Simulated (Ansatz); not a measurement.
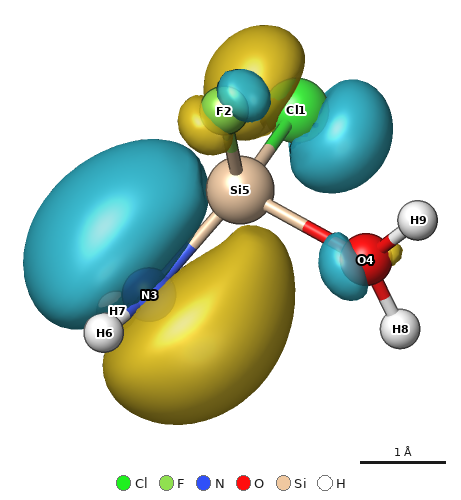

Figure. ClFH4NOSi (charge +1). One frontier orbital at ±0.1 Å⁻³ᐟ² (yellow and cyan are the two phases), seen at a tilt.

Geometry: r2SCAN-D4/def2-SVP.

Level of theory: isolated molecule in a Gaussian basis; Kohn-Sham density functional theory, functional PBE0 in Ansatz 0.2.0.

```xyz
9

Cl    0.5636    1.8719   -0.5051
F    -1.2671    0.1172    1.1384
N    -2.2569    2.6618    0.5121
O    -2.0672    0.4726   -1.1891
Si   -1.2430    1.3913    0.1864
H    -3.1359    2.5645    1.0180
H    -1.9366    3.6273    0.4688
H    -2.4471    0.8997   -1.9803
H    -1.9521   -0.4892   -1.3227
```

Which orbital is it: HOMO or LUMO?

The HOMO, at −13.71 eV. Its weight (Hirshfeld) is mainly on N3 (about 65 %), Si5 (about 15 %) and Cl1 (about 10 %); largely a lone pair of N3.
